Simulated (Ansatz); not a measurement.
C2H6BF2N: geometry relaxation (part 1 of 2)

The run: geometry relaxation of C2H6BF2N, SMILES CN(C)B(F)F. Method and program: RKS PBE-D4/def2-SVP (Ansatz 0.2.0).

The geometry: force-field start. Figures and captions count atoms from 1; the log counts them from 0 in places.

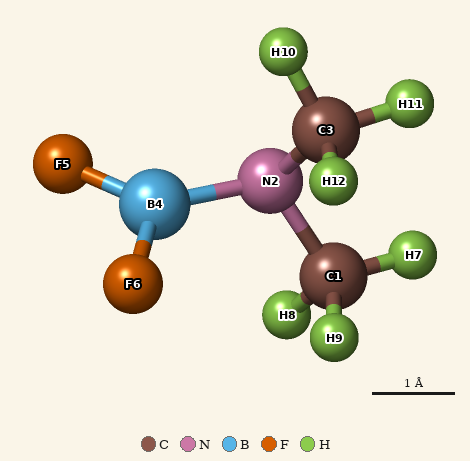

Fig. 1: The starting structure (ball-and-stick view, seen at a tilt; atoms are numbered from 1 in the order of the input).

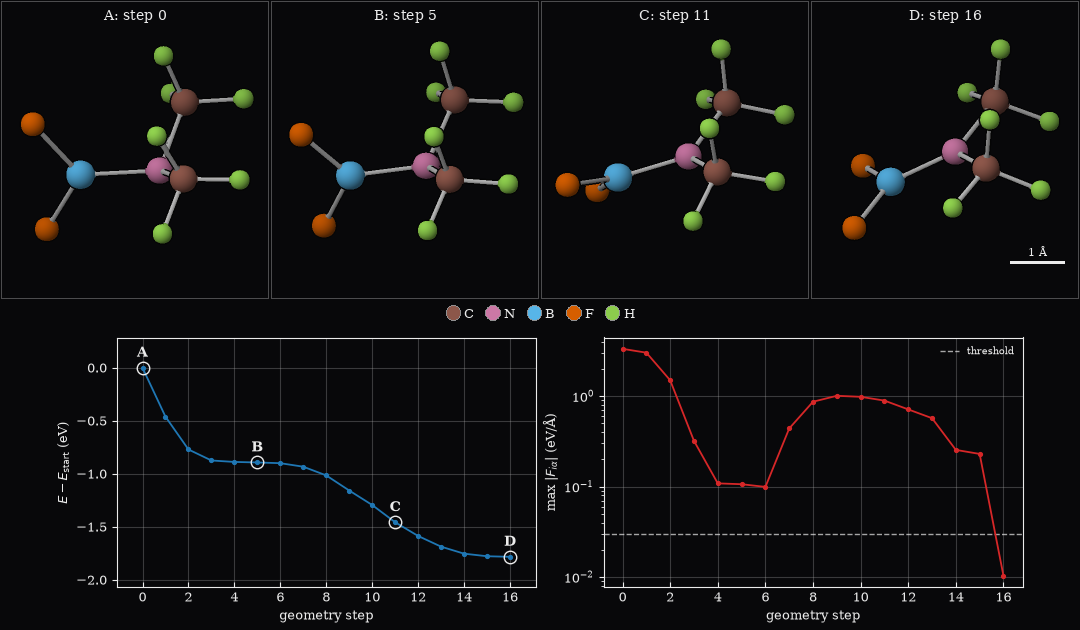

Fig. 2: Frames of the relaxation (ball-and-stick view, seen at a tilt) above the curves, on which the letters mark them (the first geometry is step 0 here and step 1 in the log).

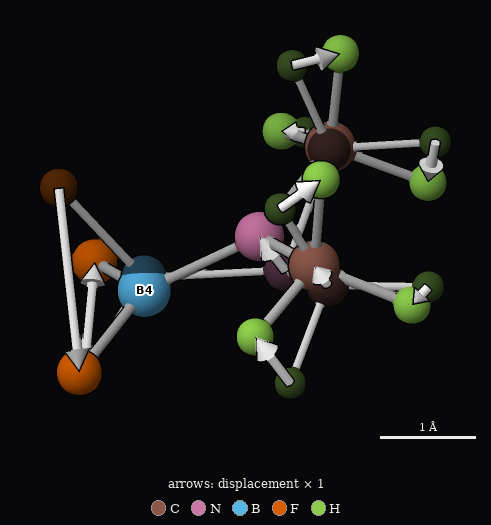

Fig. 3: Start (faint) and end (solid) with the displacements as white arrows, at true length (ball-and-stick view, seen at a tilt). The two geometries are laid on each other by the best rigid fit. The atom that moves furthest after the best rigid fit is F6 (1.96 Å). Largest moves by element: F 1.96 Å, H 0.70 Å, N 0.51 Å, C 0.29 Å, B 0.13 Å. Distances before and after: B4–F6 1.504 → 1.344 Å, N2–B4 1.503 → 1.408 Å, B4–F5 1.422 → 1.344 Å, C1–H8 1.158 → 1.105 Å. Among the angles that change: C3–N2–B4 108.9° → 122.2°, C1–N2–C3 107.8° → 115.6°, C1–N2–B4 115.0° → 122.2°. Over 16 geometry steps the energy falls by 1.783 eV. The largest force component goes from 3.3 to 0.01 eV/Å. (Atoms are counted from 1 in the order of the input.)

These pictures come from the run below.

**Input file**
```yaml
crystal:
  periodic: [false, false, false]
  atoms:
    - {symbol: C, position_ang: [-0.431000, -0.800700, -1.015600]}
    - {symbol: N, position_ang: [0.331800, 0.250100, -0.337400]}
    - {symbol: C, position_ang: [0.975500, -0.344300, 0.810700]}
    - {symbol: B, position_ang: [-0.479900, 1.430300, 0.116300]}
    - {symbol: F, position_ang: [-0.298800, 2.744000, -0.395800]}
    - {symbol: F, position_ang: [-1.643800, 1.211700, 1.043400]}
    - {symbol: H, position_ang: [0.196200, -1.577700, -1.390700]}
    - {symbol: H, position_ang: [-0.934600, -0.292500, -1.925700]}
    - {symbol: H, position_ang: [-1.253100, -1.169800, -0.313900]}
    - {symbol: H, position_ang: [1.644700, 0.412300, 1.360400]}
    - {symbol: H, position_ang: [1.674000, -1.162300, 0.511900]}
    - {symbol: H, position_ang: [0.296000, -0.756200, 1.570300]}
basis:
  gaussian: {orbitals: def2-SVP}
hamiltonian: {xc: pbe, dispersion: d4}
relax: {f_tol: 0.03, max_steps: 200}
```

Launch command:
```bash
ansatz run in.yaml --threads 4 --pin off --events-out ev --progress --plain --max-ram 10444MiB
```

**Log**
```
Functional definition: PBE
  name "PBE"
  cite "Perdew, Burke & Ernzerhof, Phys. Rev. Lett. 77, 3865 (1996) doi:10.1103/PhysRevLett.77.3865"
  parent pbe
  parameter kappa = 0.804
  parameter beta = 0.06672455060314922
  exchange = pbe_x(kappa = kappa, mu = beta*pi^2/3)
  correlation = pbe_c(beta = beta)
1286 factors; their error is unknown
mean field evaluation 1: about -9746.1613 eV, gradient 6.7e1 eV
mean field evaluation 2: about -9721.2338 eV, gradient 1.2e2 eV
mean field evaluation 4: about -9756.0062 eV, gradient 8.1e0 eV
mean field evaluation 8: about -9756.1165 eV, gradient 2.2e-1 eV
mean field evaluation 16: about -9756.0485 eV, gradient 4.5e-4 eV
mean field -9756.04849785 eV, -358.5281694089 hartree, gradient 5.6e-6 eV, S^2 0.000000; 0 other end points of the search recorded, 0 dependent functions left out
the calculation of the forces begins
reference -9756.04852970 eV, -358.5281705791 hartree; 24, 24 occupied and 90, 90 virtual orbitals, 1286 factors
relax step   1: F+E_penalty+E_count = -9756.26599101 eV  Δ(F+E_penalty+E_count) = +0.000e0 eV  max|allowed force component| = 3.335e0 eV/Å  Δτ_max = 0.0000 Å  (30 SCF iters, accepted)
these checks for a lower state are left out or cut short: starts, cluster_reference, orbital_swaps, neighbouring_geometries, increment
1286 factors; their error is unknown
mean field -9756.50978868 eV, -358.5451215340 hartree, gradient 6.8e-6 eV, S^2 0.000000; 0 other end points of the search recorded, 0 dependent functions left out
[... from here on the field's lines of each further geometry are left out, up to the last ...]
relax step   2: F+E_penalty+E_count = -9756.72744133 eV  Δ(F+E_penalty+E_count) = -4.615e-1 eV  max|allowed force component| = 3.024e0 eV/Å  Δτ_max = 0.1911 Å  (37 SCF iters, accepted)
relax step   3: F+E_penalty+E_count = -9757.03658526 eV  Δ(F+E_penalty+E_count) = -3.091e-1 eV  max|allowed force component| = 1.497e0 eV/Å  Δτ_max = 0.2000 Å  (34 SCF iters, accepted)
relax step   4: F+E_penalty+E_count = -9757.14046171 eV  Δ(F+E_penalty+E_count) = -1.039e-1 eV  max|allowed force component| = 3.198e-1 eV/Å  Δτ_max = 0.1061 Å  (29 SCF iters, accepted)
relax step   5: F+E_penalty+E_count = -9757.15413009 eV  Δ(F+E_penalty+E_count) = -1.367e-2 eV  max|allowed force component| = 1.084e-1 eV/Å  Δτ_max = 0.0563 Å  (30 SCF iters, accepted)
relax step   6: F+E_penalty+E_count = -9757.15916565 eV  Δ(F+E_penalty+E_count) = -5.036e-3 eV  max|allowed force component| = 1.061e-1 eV/Å  Δτ_max = 0.0419 Å  (29 SCF iters, accepted)
relax step   7: F+E_penalty+E_count = -9757.16597817 eV  Δ(F+E_penalty+E_count) = -6.813e-3 eV  max|allowed force component| = 9.909e-2 eV/Å  Δτ_max = 0.0717 Å  (29 SCF iters, accepted)
relax step   8: F+E_penalty+E_count = -9757.19920108 eV  Δ(F+E_penalty+E_count) = -3.322e-2 eV  max|allowed force component| = 4.388e-1 eV/Å  Δτ_max = 0.1953 Å  (34 SCF iters, accepted)
relax step   9: F+E_penalty+E_count = -9757.28136389 eV  Δ(F+E_penalty+E_count) = -8.216e-2 eV  max|allowed force component| = 8.669e-1 eV/Å  Δτ_max = 0.1951 Å  (35 SCF iters, accepted)
relax step  10: F+E_penalty+E_count = -9757.42374594 eV  Δ(F+E_penalty+E_count) = -1.424e-1 eV  max|allowed force component| = 1.008e0 eV/Å  Δτ_max = 0.1950 Å  (34 SCF iters, accepted)
relax step  11: F+E_penalty+E_count = -9757.56038598 eV  Δ(F+E_penalty+E_count) = -1.366e-1 eV  max|allowed force component| = 9.829e-1 eV/Å  Δτ_max = 0.2000 Å  (36 SCF iters, accepted)
relax step  12: F+E_penalty+E_count = -9757.72310706 eV  Δ(F+E_penalty+E_count) = -1.627e-1 eV  max|allowed force component| = 8.927e-1 eV/Å  Δτ_max = 0.1951 Å  (35 SCF iters, accepted)
relax step  13: F+E_penalty+E_count = -9757.85240538 eV  Δ(F+E_penalty+E_count) = -1.293e-1 eV  max|allowed force component| = 7.133e-1 eV/Å  Δτ_max = 0.2000 Å  (35 SCF iters, accepted)
relax step  14: F+E_penalty+E_count = -9757.95326783 eV  Δ(F+E_penalty+E_count) = -1.009e-1 eV  max|allowed force component| = 5.702e-1 eV/Å  Δτ_max = 0.2000 Å  (36 SCF iters, accepted)
relax step  15: F+E_penalty+E_count = -9758.01927576 eV  Δ(F+E_penalty+E_count) = -6.601e-2 eV  max|allowed force component| = 2.543e-1 eV/Å  Δτ_max = 0.2000 Å  (35 SCF iters, accepted)
relax step  16: F+E_penalty+E_count = -9758.04343247 eV  Δ(F+E_penalty+E_count) = -2.416e-2 eV  max|allowed force component| = 2.295e-1 eV/Å  Δτ_max = 0.2000 Å  (29 SCF iters, accepted)
the calculation of the forces begins
reference -9757.83233654 eV, -358.5937242715 hartree; 24, 24 occupied and 90, 90 virtual orbitals, 1286 factors
relax step  17: F+E_penalty+E_count = -9758.04901796 eV  Δ(F+E_penalty+E_count) = -5.585e-3 eV  max|allowed force component| = 1.031e-2 eV/Å  Δτ_max = 0.0562 Å  (30 SCF iters, accepted)
1286 factors; their error is unknown
mean field evaluation 160: about -9757.8323 eV, gradient 6.7e-4 eV
mean field -9757.83230325 eV, -358.5937230481 hartree, gradient 3.0e-5 eV, S^2 0.000000; 1 other end points of the search recorded, 0 dependent functions left out
the calculation of the forces begins
reference -9757.83233654 eV, -358.5937242715 hartree; 24, 24 occupied and 90, 90 virtual orbitals, 1286 factors
Total energy: -9758.04905125 eV, -358.6016883902 hartree
Atom 0 at    -0.667825    -0.883870    -0.812380 Å, force    -0.001098    -0.001791    -0.001417 eV/Å
Atom 1 at    -0.040647     0.140923     0.000967 Å, force     0.001718    -0.004236     0.001487 eV/Å
Atom 2 at     1.083691    -0.298246     0.806255 Å, force    -0.005744     0.002453    -0.001899 eV/Å
Atom 3 at    -0.500007     1.471730     0.016885 Å, force     0.000999    -0.002378    -0.001381 eV/Å
Atom 4 at     0.093688     2.406880     0.778655 Å, force     0.006082     0.006268     0.007859 eV/Å
Atom 5 at    -1.549577     1.857890    -0.729154 Å, force    -0.005589     0.000916    -0.010314 eV/Å
Atom 6 at     0.064831    -1.348026    -1.511271 Å, force    -0.004849     0.001645    -0.001635 eV/Å
Atom 7 at    -1.487877    -0.444435    -1.409075 Å, force    -0.001114    -0.002844     0.005095 eV/Å
Atom 8 at    -1.090870    -1.701035    -0.183934 Å, force     0.007804     0.001917    -0.002225 eV/Å
Atom 9 at     1.490620     0.552645     1.382307 Å, force     0.003200    -0.004109     0.002387 eV/Å
Atom 10 at     1.898857    -0.714172     0.170923 Å, force    -0.004149     0.001741     0.003858 eV/Å
Atom 11 at     0.782116    -1.095384     1.523722 Å, force     0.002739     0.000418    -0.001816 eV/Å
Dipole moment:     0.168869    -0.491931    -0.004869 e Å
```

**Trajectory as extended XYZ (Å, eV, eV/Å), 17 frames, from step=1 to step=17**
```
12
Properties=species:S:1:pos:R:3:forces:R:3 step=1 energy=-9756.26599
C    -0.4310   -0.8007   -1.0156   -2.6184   2.5979  -0.3401
N     0.3318    0.2501   -0.3374   -0.6988   1.2027   0.6882
C     0.9755   -0.3443    0.8107    1.9437   0.8079   1.0228
B    -0.4799    1.4303    0.1163   -1.9627   0.5460   0.0332
F    -0.2988    2.7440   -0.3958   -0.5347  -3.1175   1.5403
F    -1.6438    1.2117    1.0434    3.3345   0.9771  -2.5183
H     0.1962   -1.5777   -1.3907    0.9143  -1.1158  -0.2823
H    -0.9346   -0.2925   -1.9257    0.3791  -0.8590   0.9153
H    -1.2531   -1.1698   -0.3139    0.5161  -0.2579  -0.7286
H     1.6447    0.4123    1.3604   -0.6358  -0.5923  -0.5396
H     1.6740   -1.1623    0.5119   -0.1485   0.0972  -0.1099
H     0.2960   -0.7562    1.5703   -0.4888  -0.2863   0.3190
12
Properties=species:S:1:pos:R:3:forces:R:3 step=2 energy=-9756.72744
C    -0.4676   -0.7942   -1.0496   -0.6180   0.5310  -0.0238
N     0.2878    0.2361   -0.3230   -1.1002   0.4695  -0.3684
C     0.9732   -0.3103    0.8424    0.5755   0.2157   0.3811
B    -0.5534    1.3868    0.0201    0.3008   1.5127   3.0243
F    -0.2203    2.6959   -0.2909   -0.8511  -2.0423  -0.0480
F    -1.4959    1.3103    1.1134    1.5293   0.0978  -2.6166
H     0.2199   -1.5704   -1.4077    0.1869  -0.3804  -0.1183
H    -0.9712   -0.3497   -1.9519    0.2466  -0.1577   0.3428
H    -1.2755   -1.2631   -0.4140    0.2976  -0.0502  -0.2428
H     1.5926    0.4685    1.3671   -0.3555  -0.2036  -0.2949
H     1.6935   -1.1005    0.5289   -0.0990   0.0552  -0.0992
H     0.2938   -0.7643    1.5990   -0.1128  -0.0478   0.0639
12
Properties=species:S:1:pos:R:3:forces:R:3 step=3 energy=-9757.03658
C    -0.5134   -0.7671   -1.0190    0.1182  -0.0502  -0.2093
N     0.2751    0.2035   -0.2912    0.2612   0.2955   0.4750
C     0.9973   -0.3257    0.8792   -0.2670   0.2516  -0.6075
B    -0.4784    1.4005    0.0975    1.2651  -1.4967  -0.9197
F    -0.1365    2.5786   -0.3807   -0.2415   0.7882   0.1057
F    -1.4845    1.2525    0.9223   -1.1433   0.6313   0.7878
H     0.1422   -1.5306   -1.5011   -0.0834   0.0493   0.0561
H    -1.0487   -0.2339   -1.8303   -0.0890  -0.1557  -0.1190
H    -1.2701   -1.3052   -0.3974   -0.0726  -0.0921   0.0530
H     1.4409    0.5410    1.4036    0.2279  -0.0709   0.2164
H     1.8207   -0.9995    0.5600    0.0087  -0.0360   0.0516
H     0.3325   -0.8692    1.5910    0.0156  -0.1142   0.1101
12
Properties=species:S:1:pos:R:3:forces:R:3 step=4 energy=-9757.14046
C    -0.4968   -0.7584   -1.0162    0.0318   0.0208   0.0200
N     0.2824    0.2315   -0.2764    0.0122  -0.1227   0.0410
C     0.9991   -0.3291    0.8680    0.0267   0.0070  -0.0727
B    -0.4901    1.4007    0.0863    0.0661  -0.0889  -0.0537
F    -0.1972    2.6161   -0.3832   -0.1798  -0.0555   0.1653
F    -1.5365    1.2959    0.9202   -0.0231   0.3198  -0.0659
H     0.1736   -1.5236   -1.4656   -0.0013   0.0089   0.0254
H    -1.0349   -0.2664   -1.8523   -0.0002  -0.0242  -0.0272
H    -1.2558   -1.2928   -0.3877    0.0379  -0.0201  -0.0275
H     1.5255    0.4785    1.4172    0.0405  -0.0111  -0.0006
H     1.7740   -1.0502    0.5257   -0.0294   0.0005   0.0080
H     0.3338   -0.8573    1.5979    0.0188  -0.0345  -0.0120
```
